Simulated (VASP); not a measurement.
Band structure of BaGaGeH (space group P3m1). All values below come from PBEsol GGA, VASP's PBE PAW potentials (set 64) (plane waves; VASP).

Unless said otherwise, spin-orbit coupling is left out, though it shifts the bands of the heavy elements here.

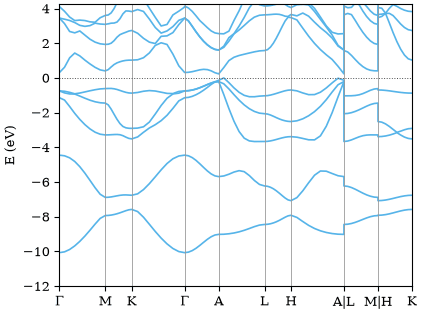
*Bands along high-symmetry lines, zero at the valence-band maximum or, without a gap, the Fermi level*

Q: Read the plot: is there a gap, and where are the band edges?

A: The gap is indirect, 0.23 eV, from the valence maximum at A-L at 0.11 to the conduction minimum at A. (Edges off the drawn lines would not show.)

The structure comes from a computed database's BaGaGeH entry (P3m1); how it stands against other phases isn't given here. It was relaxed first, which changed the volume by -6 %.
